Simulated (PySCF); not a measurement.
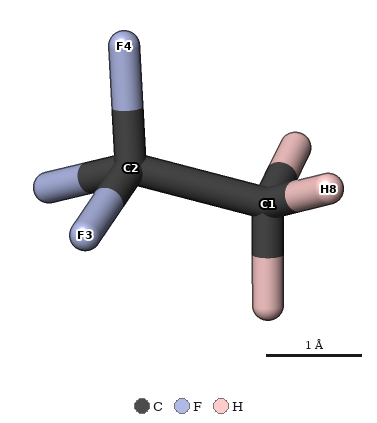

Figure 1. The input geometry (stick view, seen at a tilt; atoms are numbered from 1 in the order of the input). Bond lengths as drawn: C–C 1.53 Å, C–F 1.32 to 1.35 Å and C–H 1.06 to 1.10 Å.

## Geometry relaxation of C₂H₃F₃

- system: C₂H₃F₃ (1,1,1-trifluoroethane)
- method: PBE0-D3(BJ)/def2-SVP geometry optimisation, gas phase (PySCF 2.14.0)

**The program's output**
```
step   0  E = -376.90617478  max force = 0.035085
step   1  E = -376.90615399  max force = 0.011488
step   2  E = -376.90843400  max force = 0.005859
step   3  E = -376.90879848  max force = 0.002388
step   4  E = -376.90885596  max force = 0.001061
step   5  E = -376.90888351  max force = 0.000460
step   6  E = -376.90890516  max force = 0.001236
step   7  E = -376.90891600  max force = 0.001119
step   8  E = -376.90891766  max force = 0.000438
optimisation converged
```

**Trajectory as extended XYZ (Å, eV, eV/Å), 9 frames, from step=0 to step=8**
```
8
Properties=species:S:1:pos:R:3:forces:R:3 step=0 energy=-10256.13941
C     0.8295   -0.0637   -0.0745   -1.8042   1.7886  -0.5036
C    -0.6961    0.0305    0.0597    0.4267   0.0004  -0.6462
F    -1.3445   -0.2403   -1.0977    0.5198  -0.0102   0.4316
F    -1.1277   -0.8320    0.9660   -0.2464  -0.3634   0.3086
F    -1.1120    1.2442    0.4358    0.3030   0.0141   0.0338
H     1.2627    0.1912    0.8788    0.3535   0.0171   0.6186
H     1.1407    0.6858   -0.8204    0.0732  -0.1507   0.0787
H     1.1024   -1.0347   -0.4002    0.3744  -1.2959  -0.3214
8
Properties=species:S:1:pos:R:3:forces:R:3 step=1 energy=-10256.13885
C     0.6936    0.1127    0.3685    0.4066  -0.2887  -0.2133
C    -0.6403   -0.0698   -0.2968    0.5907   0.0333   0.4581
F    -0.4178   -0.6149   -1.4920   -0.3134  -0.0401  -0.5307
F    -1.4133   -0.9104    0.3881   -0.3176  -0.0281   0.0982
F    -1.3129    1.0663   -0.4743   -0.0850  -0.0075   0.0082
H     0.6787    0.4269    1.4238   -0.3013  -0.1209  -0.1722
H     1.2725    0.8390   -0.2133    0.0267   0.1121  -0.0110
H     1.1930   -0.8694    0.2467   -0.0067   0.3399   0.3626
8
Properties=species:S:1:pos:R:3:forces:R:3 step=2 energy=-10256.20089
C     0.7150    0.1033    0.3533    0.0319  -0.1625  -0.3013
C    -0.6253   -0.0864   -0.3051   -0.0189   0.0083  -0.0799
F    -0.4888   -0.6112   -1.5313    0.0644  -0.0470   0.0714
F    -1.4207   -0.9022    0.3921    0.1100  -0.1453   0.0886
F    -1.2922    1.0580   -0.4527    0.0298   0.2818   0.0626
H     0.6146    0.4264    1.3954   -0.1172   0.0157   0.0156
H     1.2966    0.8463   -0.2099   -0.0720   0.0141   0.0252
H     1.2543   -0.8537    0.3089   -0.0279   0.0350   0.1179
8
Properties=species:S:1:pos:R:3:forces:R:3 step=3 energy=-10256.21081
C     0.7159    0.0953    0.3388    0.0718   0.0299  -0.0512
C    -0.6204   -0.0877   -0.3101    0.0591  -0.0847  -0.1023
F    -0.5019   -0.6097   -1.5402   -0.0692   0.0745   0.1228
F    -1.3986   -0.9109    0.4018   -0.0146   0.0239  -0.0636
F    -1.2696    1.0751   -0.4303   -0.0422  -0.0441  -0.0064
H     0.5695    0.4268    1.3726    0.0324   0.0619   0.0518
H     1.2940    0.8452   -0.2170   -0.0175  -0.0034   0.0314
H     1.2646   -0.8537    0.3350   -0.0198  -0.0580   0.0175
8
Properties=species:S:1:pos:R:3:forces:R:3 step=4 energy=-10256.21237
C     0.7178    0.0959    0.3395    0.0081   0.0003  -0.0067
C    -0.6199   -0.0877   -0.3107    0.0012  -0.0480  -0.0546
F    -0.5046   -0.6052   -1.5402    0.0022   0.0374   0.0217
F    -1.3984   -0.9148    0.3953   -0.0050  -0.0019   0.0115
F    -1.2752    1.0719   -0.4287   -0.0092   0.0023   0.0161
H     0.5761    0.4351    1.3732    0.0127   0.0264  -0.0019
H     1.2971    0.8428   -0.2175    0.0048  -0.0003  -0.0011
H     1.2605   -0.8576    0.3398   -0.0149  -0.0163   0.0149
8
Properties=species:S:1:pos:R:3:forces:R:3 step=5 energy=-10256.21312
C     0.7185    0.0959    0.3391   -0.0212  -0.0147   0.0207
C    -0.6198   -0.0891   -0.3116   -0.0076   0.0213   0.0160
F    -0.5042   -0.5963   -1.5434    0.0116  -0.0063  -0.0227
F    -1.3961   -0.9215    0.3906    0.0098  -0.0175   0.0071
F    -1.2797    1.0691   -0.4216   -0.0023   0.0186   0.0147
H     0.5795    0.4470    1.3700   -0.0029   0.0015  -0.0237
H     1.3010    0.8371   -0.2218    0.0132  -0.0120  -0.0211
H     1.2544   -0.8619    0.3494   -0.0007   0.0091   0.0088
8
Properties=species:S:1:pos:R:3:forces:R:3 step=6 energy=-10256.21371
C     0.7189    0.0955    0.3386   -0.0355   0.0012   0.0302
C    -0.6196   -0.0893   -0.3123   -0.0208   0.0474   0.0624
F    -0.5036   -0.5830   -1.5482    0.0147  -0.0236  -0.0635
F    -1.3907   -0.9328    0.3829    0.0085  -0.0138   0.0115
F    -1.2865    1.0669   -0.4089    0.0185   0.0022   0.0112
H     0.5808    0.4641    1.3636   -0.0087  -0.0110  -0.0220
H     1.3074    0.8255   -0.2307    0.0168  -0.0202  -0.0263
H     1.2469   -0.8665    0.3657    0.0065   0.0178  -0.0035
8
Properties=species:S:1:pos:R:3:forces:R:3 step=7 energy=-10256.21401
C     0.7183    0.0956    0.3388   -0.0174   0.0041   0.0176
C    -0.6198   -0.0895   -0.3121   -0.0181   0.0458   0.0575
F    -0.5017   -0.5699   -1.5533    0.0015  -0.0259  -0.0464
F    -1.3857   -0.9441    0.3758    0.0085  -0.0020  -0.0008
F    -1.2918    1.0649   -0.3959    0.0149  -0.0061   0.0039
H     0.5810    0.4803    1.3576   -0.0078  -0.0115  -0.0104
H     1.3134    0.8122   -0.2410    0.0090  -0.0159  -0.0162
H     1.2399   -0.8691    0.3807    0.0094   0.0113  -0.0053
8
Properties=species:S:1:pos:R:3:forces:R:3 step=8 energy=-10256.21405
C     0.7178    0.0958    0.3393   -0.0017   0.0032  -0.0005
C    -0.6200   -0.0890   -0.3114   -0.0088   0.0140   0.0225
F    -0.5008   -0.5654   -1.5552   -0.0056  -0.0091  -0.0165
F    -1.3839   -0.9481    0.3729    0.0024   0.0043   0.0022
F    -1.2938    1.0643   -0.3910    0.0108  -0.0060   0.0000
H     0.5804    0.4857    1.3558   -0.0019  -0.0036  -0.0010
H     1.3156    0.8062   -0.2455    0.0022  -0.0049  -0.0040
H     1.2382   -0.8691    0.3859    0.0026   0.0020  -0.0027
```

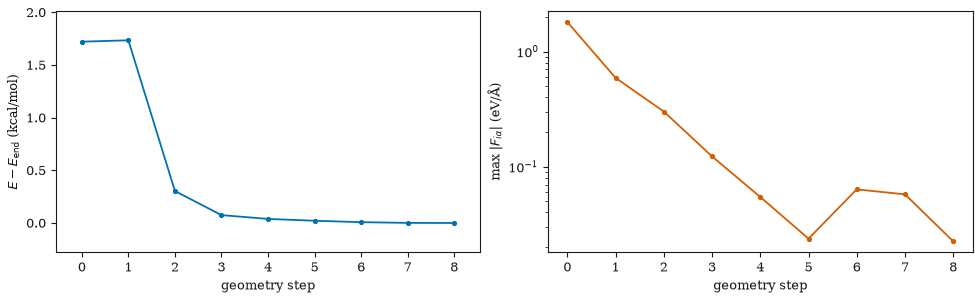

Figure 2. Progress of the relaxation, step by step (steps are counted from 0).

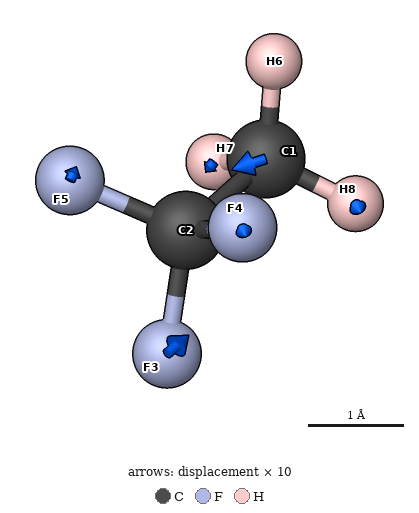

Figure 3. The starting structure with the displacements as blue arrows, magnified 10 times (ball-and-stick view, seen at a tilt). The two geometries are laid on each other by the best rigid fit. The atom that moves furthest after the best rigid fit is C1 (0.040 Å). Largest moves by element: C 0.040 Å, F 0.037 Å, H 0.018 Å. Among the contacts that change: C1–H8 1.060 → 1.097 Å, C1–C2 1.534 → 1.499 Å, C1–H6 1.078 → 1.097 Å, C2–F3 1.354 → 1.337 Å. Among the angles that change: H6–C1–H8 112.6° → 109.4°, C2–C1–H7 107.3° → 109.6°. Over 8 geometry steps the energy falls by 1.72 kcal/mol. Largest force component: 1.8 eV/Å at the start, 0.022 eV/Å at the end. (Atoms are counted from 1 in the order of the input.)

This output came from the following input.

**Input**
```
{"job": {"xc": "PBE0", "basis": "def2-SVP", "d3": "d3bj", "grid": 1, "shake": 0.01, "kind": "geom"}, "charge": 0, "multiplicity": 1}
C      0.829530    -0.063710    -0.074490
C     -0.696100     0.030530     0.059710
F     -1.344460    -0.240330    -1.097700
F     -1.127710    -0.832040     0.966030
F     -1.111990     1.244150     0.435800
H      1.262720     0.191200     0.878830
H      1.140730     0.685780    -0.820410
H      1.102410    -1.034710    -0.400230
```

The first line tells a small driver script what to run in PySCF; the rest is the geometry in Å.

Launched with:
```bash
OMP_NUM_THREADS=1 python <driver script> task.json out
```

**Results in brief**

- outcome: converged
- total energy: −376.908918 hartree
- dipole moment: 2.17 D
- point group: C3v
- hardware: 1 CPU thread, shared host
- wall time: 18 s
- peak memory: 0.36 GiB
